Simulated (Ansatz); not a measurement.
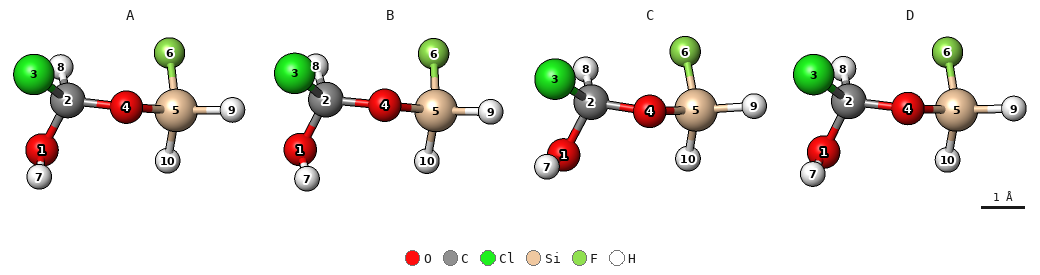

4 geometries from one relaxation of CH$_{4}$ClFO$_{2}$Si, in shuffled order. Style: ball-and-stick. Shown at a tilt.

The run prepares the start of a later molecular dynamics calculation, from a guessed geometry.

These are results of Ansatz 0.2.0, RKS BLYP/def2-SVP, not measurements. Settings: no spin polarisation; force threshold 0.02 eV/Å; at most 40 steps.

Q: Put them in the order of the run, from the start to the converged end.

A: C, D, A, B. They are steps 0, 2, 3, 8, at +54.6 kJ/mol, +9.14 kJ/mol, +5.61 kJ/mol relative to the last. H7 moves most after the best rigid fit: 0.56 Å. By element the largest moves are H 0.56 Å, Cl 0.25 Å, F 0.24 Å, O 0.23 Å, C 0.15 Å, Si 0.02 Å. Near-neighbour distances that change, for instance: C2–Cl3 1.749 → 1.860 Å, O1–C2 1.435 → 1.377 Å, O1–H7 0.929 → 0.982 Å, C2–O4 1.445 → 1.401 Å. Among the angles between lasting bonds that change: C2–O4–Si5 112.0° → 126.5°, O1–C2–Cl3 103.7° → 111.5°, O1–C2–H8 113.8° → 107.6°. Groups turn about O1–C2 by about 35°. The energy falls by 54.6 kJ/mol in 7 accepted moves (8 points after the start). Largest force component: 3.2 eV/Å at the start, 0.0081 eV/Å at the end. The line search rejected the trial step at point 4 of the run. The run took 31 s on 2 threads of Arm Neoverse N1 (shared host), peak memory 0.17 GiB.
